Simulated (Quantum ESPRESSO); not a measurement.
# What a tighter setting buys: conv_thr, YN3O10 (P-1, 28 atoms in the cell)

Cell: a = 7.4104 Å, b = 7.9643 Å, c = 8.2104 Å, α = 64.53°, β = 71.27°, γ = 62.92°.

Method of the run: LDA (PZ), GBRV 1.5 ultrasoft (LDA) pseudopotentials (plane waves; Quantum ESPRESSO).

Base settings: ecutwfc = 40 Ry; ecutrho = 320 Ry; occupations = smearing; smearing = gaussian; degauss = 0.0073499 Ry; potentials = {Y: y_lda_v1.4.uspp.F.UPF, N: n_lda_v1.2.uspp.F.UPF, O: o_lda_v1.2.uspp.F.UPF}; K_POINTS = automatic 2 2 2 0 0 0; conv_thr = 1e-10 Ry.

Misses are taken against the tightest run, 7.3e-14 Ry, which need not be fully converged itself.

The count of work is k-points × plane waves × bands × iterations; it is no time, and leaves out set-up, grids and terms that scale otherwise. Core times come from one kind of shared machine and are given to one figure; runs under 30 s give none.

The starting cell comes from a database of computed structures (which also holds hypothetical and non-ambient phases and stackings), without a prior relaxation at this level. In the base run, with a pressure of about -8 GPa the cell is away from its equilibrium volume at this level. In the base run, forces exceed 1 eV/Å. Without a gap this mesh is coarse (it stands for a supercell whose shortest vector is 15 Å).

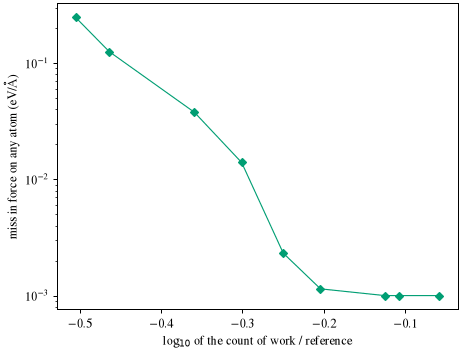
Figure. Miss against the count of work; the reference run is not drawn, and misses under 0.001 eV/Å are drawn there.

```csv
conv_thr,largest difference in the force on any atom (eV/Å),count of work / reference,core time / reference (rough)
0.0073 Ry,0.248,0.31,0.4
0.00073 Ry,0.126,0.34,0.5
7.3e-05 Ry,0.038,0.44,0.7
7.3e-06 Ry,0.014,0.50,0.8
7.3e-07 Ry,0.002,0.56,0.9
7.3e-08 Ry,0.001,0.62,0.9
7.3e-10 Ry,0.000,0.75,0.9
1e-10 Ry,0.000,0.78,1
7.3e-12 Ry,0.000,0.88,0.8
7.3e-14 Ry,0.000,1.0,1
```

Coarsest setting among those run that, with all tighter ones, holds the force on any atom within 0.1 eV/Å of the reference: 7.3e-05 Ry, off by 0.038 eV/Å; its saving against the reference is no more than about a factor of 2 in time.

Coarsest setting among those run that, with all tighter ones, holds the force on any atom within 0.01 eV/Å of the reference: 7.3e-07 Ry, off by 0.0023 eV/Å; its saving against the reference is no more than about a factor of 2 in the count of work.

The step from 0.00073 Ry to 1e-10 Ry: it takes the miss in the force on any atom from 0.13 to 0.0000 eV/Å, for 2.3 times the count of work and roughly 2 times the time.
